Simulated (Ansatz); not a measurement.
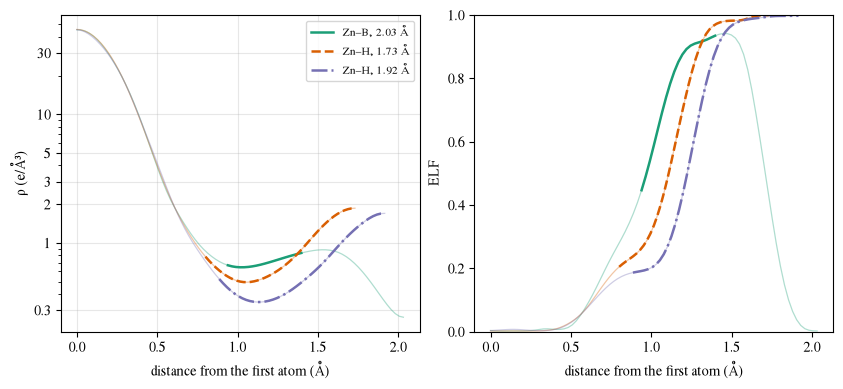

Zn₃BH₃. Valence pseudo-density and ELF along straight lines between neighbouring atoms. Thin, pale parts lie inside the atomic spheres.

Space group P-6m2; a structure generated by program, which may or may not match a known phase.

The calculation used DFT PBE, scalar-relativistic, plane waves, PAW (Ansatz 0.2.0).

In a PAW calculation such maps are meaningful between the atoms, not at the nuclei.

Question: What can be read from the curves?

Answer: Zn–B (2.03 Å): ρ is about 0.65 e/Å³ halfway; the ELF peaks at about 0.95 in the valence shell of B, 0.6 Å from its nucleus, and is about 0.60 at the midpoint.
Zn–H (1.73 Å): ρ is about 0.64 e/Å³ halfway; the ELF climbs to about 1 towards the hydrogen.
Zn–H (1.92 Å): ρ at the midpoint is about 0.42 e/Å³; the ELF climbs to about 1 towards the hydrogen.
